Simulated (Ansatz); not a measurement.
# LaGePt (I4_1md): a Bloch–Grüneisen fit of the computed resistivity

Wanted: a compact model of ρ(T) for LaGePt (I4_1md) and a check of it.

The resistivities were computed with Ansatz 0.2.0 (DFT PBEsol, scalar-relativistic, plane waves, PAW) from the linearised Boltzmann equation with harmonic phonons, on q 3×3×3, k 9×9×9, scattering 16×16×16; the fit below is done by hand on them.

## 1. What is given

The structure is tetragonal, space group I4_1md (No. 109). Conventional cell: a = 4.243 Å, b = 4.243 Å, c = 14.948 Å, α = 90.00°, β = 90.00°, γ = 90.00°. La on site a has 6 Ge at 3.23 to 3.31 Å and 6 Pt at 3.25 to 3.26 Å as nearest neighbours. Ge on site a has 3 Pt at 2.47 to 2.48 Å and 6 La at 3.23 to 3.31 Å as nearest neighbours. Around Pt on site a lie 3 Ge at 2.47 to 2.48 Å and 6 La at 3.25 to 3.26 Å.

This is the relaxed cell of the run, from steps not shown here.

The mean resistivity of the three axes from 50 to 800 K, with one row held back; the colder rows stay outside the fit and test it at the end:

| T (K) | ρ (μΩ cm) |
| --- | --- |
| 50 | 15.86 |
| 80 | 31.98 |
| 100 | 42.52 |
| 150 | 68.39 |
| 200 | 93.71 |
| 273 | 129.7 |
| 300 | 142.7 |
| 400 | 189.2 |
| 500 | ? |
| 600 | 276.4 |
| 800 | 358.7 |

The resistivity is not converged: the component that moves most changes by 16 % between the two finest meshes at 300 K. No spin–orbit coupling, which matters for Pt.

## 2. The fit

Bloch and Grüneisen's form is ρ(T) = A (T/Θ)⁵ J₅(Θ/T), with J₅(z) the integral of x⁵/((eˣ − 1)(1 − e⁻ˣ)) from 0 to z. It goes as T⁵ far below Θ and as A T/(4Θ) far above. For a trial Θ the best A is the geometric mean of ρ/[(T/Θ)⁵ J₅] over the rows, and the scatter of that ratio measures the fit:

| Θ (K) | A (μΩ cm) | scatter (%) |
| --- | --- | --- |
| 82 | 147.4 | 7.7 |
| 110 | 202.1 | 4.6 |
| 124 | 230.8 | 3.0 |
| 138 | 260.5 | 2.1 |
| 152 | 291.5 | 3.1 |
| 172 | 337.9 | 6.2 |
| 208 | 429.3 | 13.1 |

The scatter is least at Θ = 138 K, with A = 260.5 μΩ cm (2.1 % r.m.s.).

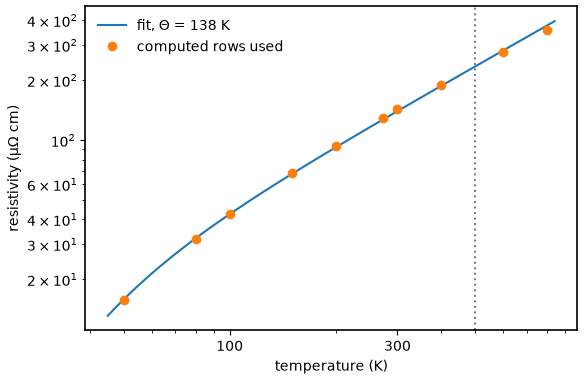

The fit through the rows used; the dotted line marks the temperature held back.

## 3. The row held back

At T = 500 K, Θ/T = 0.276, J₅ = 0.001445 and (T/Θ)⁵ = 624.4, so the fit gives 235.0 μΩ cm. The computed value is 233.6 μΩ cm: the fit is off by +0.59 %. Outside its range, at 20 K, it gives 1.45 against 1.57 μΩ cm computed, 0.92 times that; at that temperature the run's own test moves by 17 % between meshes in the component that moves most. Among the rows used, the largest miss is +5.1 %, at 800 K.

## 4. Reading Θ and A

Θ = 138 K is 1.45 times ħω_log/k_B (95 K) and 0.40 of the highest phonon frequency (345 K). The high-temperature slope of the fit, A/(4Θ), is 0.472 μΩ cm/K. The same slope from the run's transport coupling and plasma energy, 2π k_B λ_tr/(ħ ε₀ ω_p²) with λ_tr = 1.14, 1.14, 0.753 (xx, yy, zz) and ħω_p = 2.98, 2.98, 2.56 (xx, yy, zz) eV, is 0.499 μΩ cm/K in the mean of the axes, +5.8 % from it. For comparison, the computed rows rise by 0.412 μΩ cm/K between the two hottest.

## 5. What came out

| Quantity | Value |
| --- | --- |
| Θ | 138 K |
| A | 260.5 μΩ cm |
| scatter of the fit | 2.1 % |
| held-back row at 500 K, fit against computed | 235.0 against 233.6 μΩ cm |

**Reading.** Two numbers, Θ = 138 K and A = 261 μΩ cm, hold the computed ρ(T) from 50 to 800 K within 2.08 % r.m.s. and predict the held-back row within 0.59 %. The misses are not random: the largest is +5.1 %, at 800 K. By the run's own test the resistivity at 300 K moves by 16 % between its two finest scattering meshes, in the component that moves most. Spin–orbit coupling is left out. The relaxed volume lies -2.6 % from the database entry, whose temperature is not recorded here; volume shifts the phonons and ρ. The fit describes the calculation: impurities, thermal expansion, changes of phase and anharmonicity are in neither.

[Hosts, paths, dates, database ids (printed as entryN), source tags and the programs' standing remarks are cut or masked in the printed files.]
